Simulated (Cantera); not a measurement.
Input: 1 mol Si, 1.6 mol H₂, equilibrated at 0.100 bar.

Equilibrium computed with Cantera from the NASA thermochemical tables; the gas is ideal and each condensed phase is pure. Candidate condensed phases: Si; 9 gas species. Gases not in the tables: Si₂H₆ and higher silanes. Rates play no part.

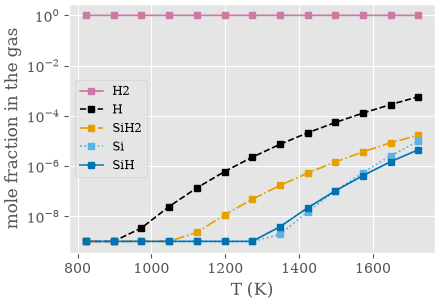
Figure. Equilibrium gas composition (values under 1e-9 drawn at 1e-9)

From 823 K to 1648 K the condensed part is Si(s). At 1723 K the condensed part is Si(l). The main Si-bearing gas is SiH₄ at 823 K and SiH₂ at 1723 K.
